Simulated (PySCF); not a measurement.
# C₄H₉FOSi₂: electronic excitations

Wanted: the electronic excitations of C₄H₉FOSi₂ (`C[SiH2][C@H](F)C#C[SiH2]O`), by calculation.

The runs use PySCF 2.14.0, with density-fitted response routines of our own; the level of theory stands in each step. All values are computed, except where a source is named. Atoms count from 0, in the outputs and in this text.

## Step 1: The starting structure

17 atoms, charge 0, multiplicity 1; geometry from: GFN2-xTB.

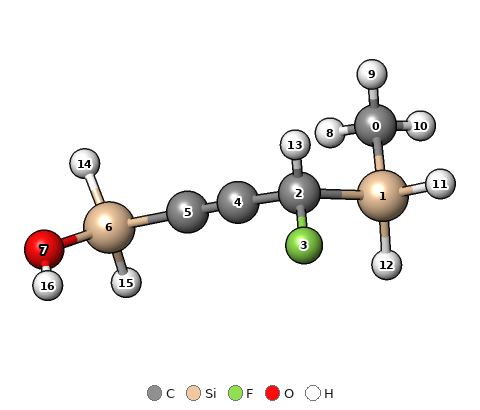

The starting geometry (carbon grey, silicon light orange, fluorine green, oxygen red, hydrogen white), atoms numbered; sticks join atoms by distance.

## Step 2: Excited states and response: CAM-B3LYP/def2-SVPD

Job settings and geometry (Å):

```
{"job": {"kind": "uv", "xc": "CAM-B3LYP", "basis": "def2-SVPD", "nstates": 8, "ntriplets": 3}, "charge": 0, "multiplicity": 1}
C      2.574634     0.728230    -0.256940
Si     2.053583    -1.093194    -0.248937
C      0.666271    -1.300920     1.087145
F      0.267001    -2.641212     1.083304
C     -0.466205    -0.447440     0.825066
C     -1.417216     0.248418     0.568872
Si    -2.895497     1.298174     0.190339
O     -4.202530     0.775282     1.004703
H      1.731891     1.378599    -0.476171
H      2.985850     1.035974     0.700695
H      3.334935     0.904909    -1.010791
H      3.148892    -1.982260     0.153997
H      1.484913    -1.506892    -1.533096
H      1.041340    -1.115486     2.101974
H     -2.726454     2.648204     0.710310
H     -3.117609     1.220543    -1.257491
H     -4.470796    -0.138898     0.996572
```

Level: TDDFT CAM-B3LYP/def2-SVPD, vertical, gas phase, core orbitals frozen in the response.

Launch:

```
OMP_NUM_THREADS=1 python probes_run.py task.json out
```

This one command runs all jobs of the session in turn.

Output:

```text
coarse grid: 15344 points
cycle   1  E = -911.0517982238  dE =  7.844e-01  |g| = 8.538e-01  |ddm| = 9.320e+00
cycle   2  E = -910.9766728450  dE =  7.513e-02  |g| = 1.104e+00  |ddm| = 2.756e+00
cycle   3  E = -911.1975606027  dE = -2.209e-01  |g| = 9.591e-02  |ddm| = 1.161e+00
cycle   4  E = -911.1992176519  dE = -1.657e-03  |g| = 5.080e-02  |ddm| = 2.289e-01
cycle   5  E = -911.1997877579  dE = -5.701e-04  |g| = 1.926e-02  |ddm| = 1.154e-01
cycle   6  E = -911.1998703309  dE = -8.257e-05  |g| = 5.033e-03  |ddm| = 3.667e-02
cycle   7  E = -911.1998769356  dE = -6.605e-06  |g| = 6.950e-04  |ddm| = 1.270e-02
final grid: 139848 points
cycle   8  E = -911.3364673983  dE = -2.620e-05  |g| = 3.907e-03  |ddm| = 1.240e-01
cycle   9  E = -911.3364667342  dE =  6.641e-07  |g| = 4.651e-03  |ddm| = 1.107e-02
cycle  10  E = -911.3364706374  dE = -3.903e-06  |g| = 4.195e-04  |ddm| = 4.223e-03
cycle  11  E = -911.3364706684  dE = -3.100e-08  |g| = 1.724e-04  |ddm| = 6.823e-04
cycle  12  E = -911.3364706748  dE = -6.397e-09  |g| = 6.432e-05  |ddm| = 3.450e-04
cycle  13  E = -911.3364706757  dE = -9.657e-10  |g| = 2.165e-05  |ddm| = 1.292e-04
converged SCF energy = -911.3364706757

Static polarisability (au): isotropic 104.858, principal 84.093 94.805 135.675

Singlet excitations
state   eV       nm        f      main configurations
  1   5.1817    239.3   0.00702   H->L 0.81
  2   6.0067    206.4   0.00344   H-1->L 0.51, H->L+1 0.18, H->L+3 0.15
  3   6.5783    188.5   0.03423   H-1->L+1 0.32, H-1->L+3 0.31
  4   7.2277    171.5   0.03059   H->L+1 0.50, H->L+3 0.29
  5   7.2713    170.5   0.02357   H-2->L 0.68
  6   7.3864    167.9   0.03849   H->L+2 0.34, H-3->L 0.28, H-4->L 0.09
  7   7.6195    162.7   0.47767   H->L+2 0.37, H-1->L 0.13
  8   7.8930    157.1   0.46420   H->L+3 0.29, H-3->L 0.10, H-2->L 0.09

Triplet excitations (Tamm-Dancoff, eV): 4.7548 4.8848 5.3450
```

Wall time 87 s (1 thread of Arm Neoverse V2, shared host); peak memory 1.2 GiB.

The orbitals next to the gap, with their largest atomic shares:

| orbital | eV | atoms |
| --- | --- | --- |
| HOMO−3 | -10.80 | C0 26 %, Si1 16 %, F3 13 % |
| HOMO−2 | -10.63 | O7 41 %, Si6 18 %, H15 15 % |
| HOMO−1 | -9.78 | C4 36 %, C5 36 %, Si6 7 % |
| HOMO | -9.04 | C5 31 %, C4 26 %, C2 14 % |
| LUMO | 0.08 | C5 20 %, Si6 18 %, C4 18 % |
| LUMO+1 | 0.88 | Si6 18 %, C5 14 %, C4 12 % |
| LUMO+2 | 1.05 | C0 18 %, Si1 16 %, O7 8 % |

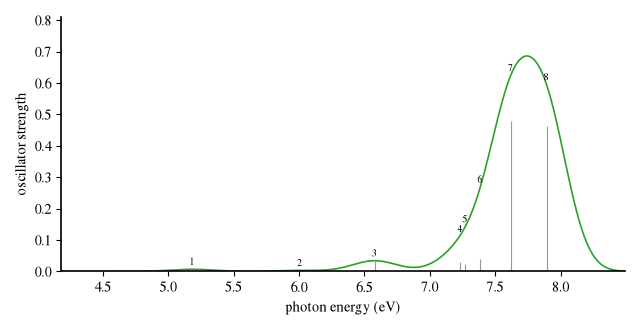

Absorption spectrum from the 8 singlet states computed; above the last one it falls off for lack of states. Lines are broadened to a width of 0.40 eV (Gaussian).

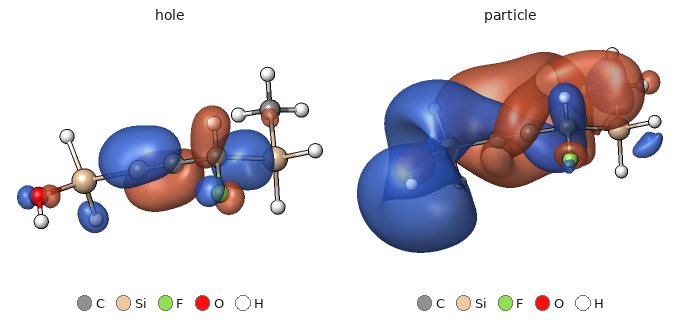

Leading natural transition orbitals of singlet state 7: the electron leaves the hole (left) for the particle orbital (right).

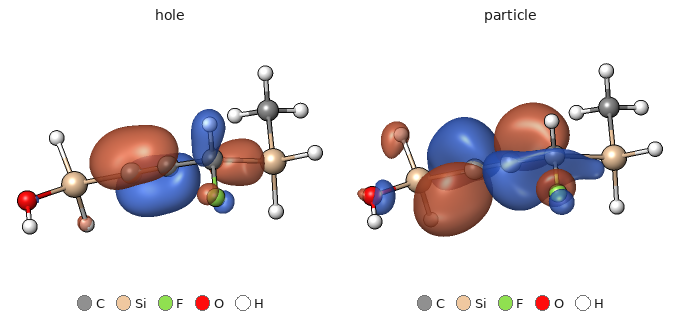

Leading natural transition orbitals of singlet state 1: the electron leaves the hole (left) for the particle orbital (right).

Further results of this job:

| property | computed |
| --- | --- |
| dipole moment (D) | 1.91 |
| polarisability (Å³) | 15.54 |
| HOMO–LUMO gap (eV) | 9.11 |
| −ε(HOMO) (eV) | 9.04 |

Orbitals, density, ELF and potential are computed afterwards from the orbital file.

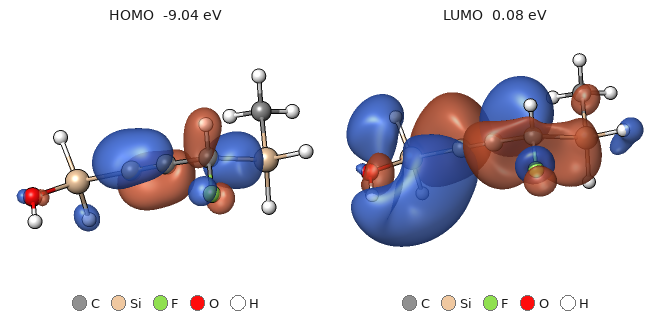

CAM-B3LYP/def2-SVPD orbitals near the gap, drawn at the value that encloses 70 % of each; the two colours are the two signs.

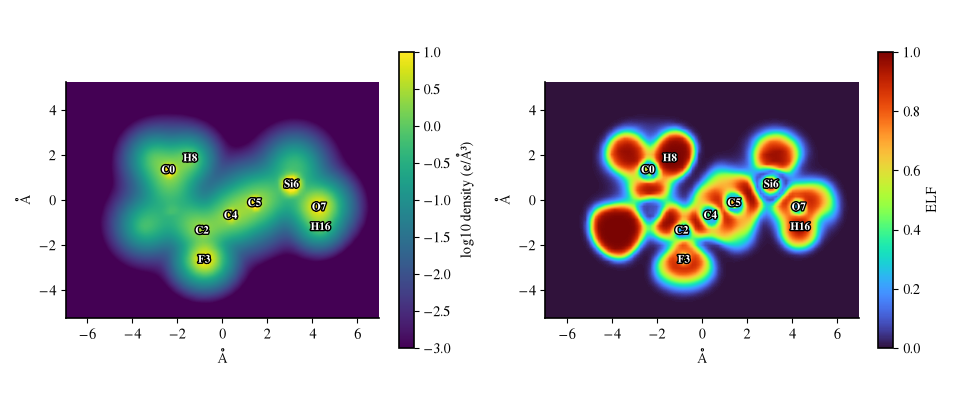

Density (left) and ELF (right) in a plane through or near 9 of the atoms.

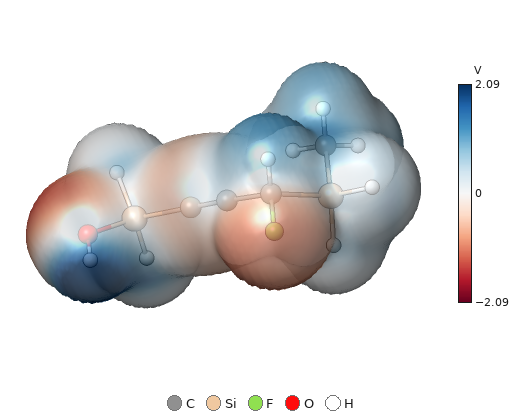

The potential that a unit positive charge feels on the 0.002 e/bohr³ surface, from -1.16 V near O7 to 2.09 V near H16.

## Step 3: Results

| quantity | value |
| --- | --- |
| lowest singlet (CAM-B3LYP/def2-SVPD) | 5.18 eV (239 nm), f = 0.007 |
| brightest single state of those computed | state 7, 7.62 eV, f = 0.478 |
| lowest triplet | 4.75 eV |
| surface potential, least and greatest | -1.16 V and 2.09 V |

**Reading.** The first singlet state (HOMO→LUMO 0.81) lies at 5.18 eV and is weak; of the 8 states computed, the strongest absorption comes from state 7 at 7.62 eV (the last state computed is bright too, and its partners may lie past the list). The lowest triplet lies 0.43 eV below the lowest singlet (triplets in Tamm-Dancoff, singlets in full TDDFT).
